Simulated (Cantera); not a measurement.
A closed system holds: 1 mol SiH₂Cl₂, 1.7 mol NH₃, 2 mol N₂, at 0.270 Torr.

Method: chemical equilibrium by Gibbs-energy minimisation in Cantera with the NASA 1993 tables (ideal gas, pure condensed phases). Candidate condensed phases: NH₄Cl, Si, Si₃N₄; 28 gas species. The tables' values for SiCl, SiCl₃, SiN are old estimates; treat these amounts as uncertain. Gases not in the tables: Si₂H₆ and higher silanes. Rates play no part.

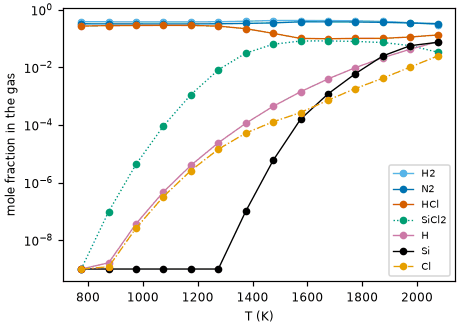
Equilibrium gas composition (values under 1e-9 drawn at 1e-9)

### Question
Read off the mole fractions at 1475 K.

### Answer
H₂ about 0.43, N₂ about 0.35, HCl about 0.15, SiCl₂ about 0.064, H about 0.00045, Cl about 0.00013, Si about 5.9e-6.
